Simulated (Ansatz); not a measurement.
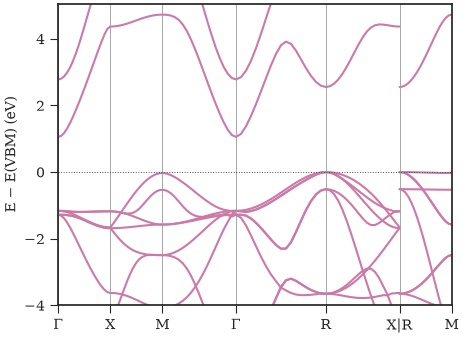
*Band structure from DFT-LDA in the program Ansatz with PAW potentials*

Task: Read off the gap and where the band edges lie.

Result: About 1.1 eV (1.06 eV by a search for the band edges); maximum at R, minimum at Γ.

The material is MgSnO3 (cubic perovskite, space group No. 221).

Space group Pm-3m (cubic perovskite). A made-up cell: these elements were put on the sites of a structure type; neither database checked (COD, Materials Project) lists it. Its standing as an ambient phase is unchecked. The LDA relaxation kept the symmetry of its start. At this level the phase is dynamically unstable (imaginary phonons). Scalar-relativistic: spin–orbit coupling is off unless named, which matters more the heavier the elements.

Potentials: the earlier of the program's two PAW sets. The files were generated under PBE; for other functionals the program regenerates the frozen cores, and for LDA and PBEsol the local potential too.
